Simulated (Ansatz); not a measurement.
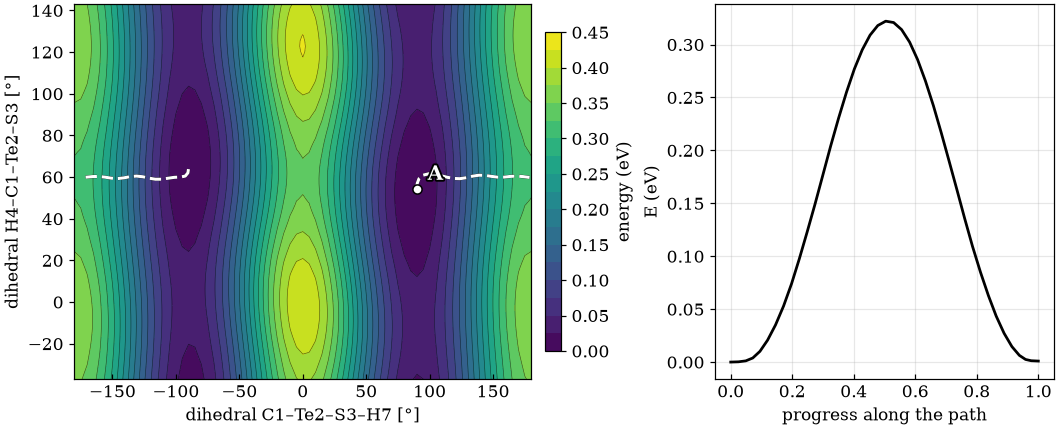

CH4STe, SMILES C[Te]S. First axis: dihedral C1–Te2–S3–H7. Second axis: dihedral H4–C1–Te2–S3. Nothing is relaxed (all other coordinates rigid). The grid has 18 × 17 points. Points are written as (first, second). All energies are given in eV relative to the relaxed molecule at the same level. Theory: RKS SPW92 (LDA)/def2-TZVP (Ansatz).

Drawn: filled contours, a line along the lowest path, the energy along the path at the right, the start A. Between grid points the surface is interpolated.

Describe the path and its barrier.

Answer. The easiest path leads from the well at about (90°, 54°) to a well of about the same depth at about (−90°, 64°). Its highest point lies about 0.32 eV above the bottom of the first well on the interpolated surface, at about (180°, 60°). The start is the relaxed structure and all else is held, so a fully relaxed path at this level can only be lower.
